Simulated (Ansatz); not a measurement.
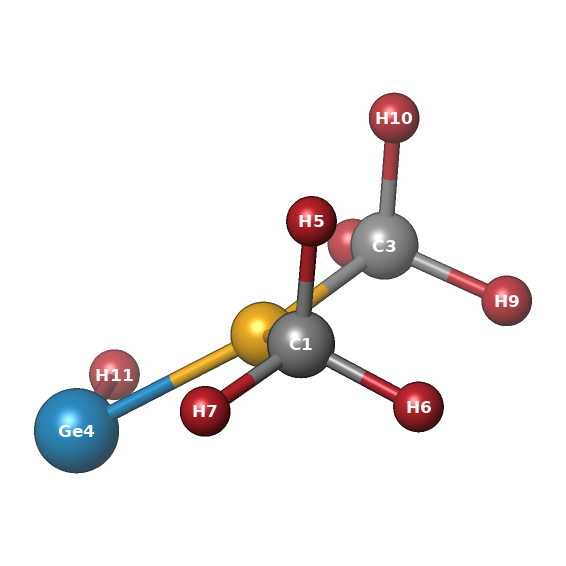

N2 lies behind C1. The molecule seen a little off the C1–N2 bond, C1 in front. Atoms fade into the background with distance from the viewer. Computed geometry: PBE-D4/def2-SVP optimisation. No frequency run is at hand to confirm it as a minimum.

### What is the torsion angle H5–C1–N2–Ge4? The sign is positive where the front bond must turn clockwise to cover the back bond.

−121°, anticlinal.
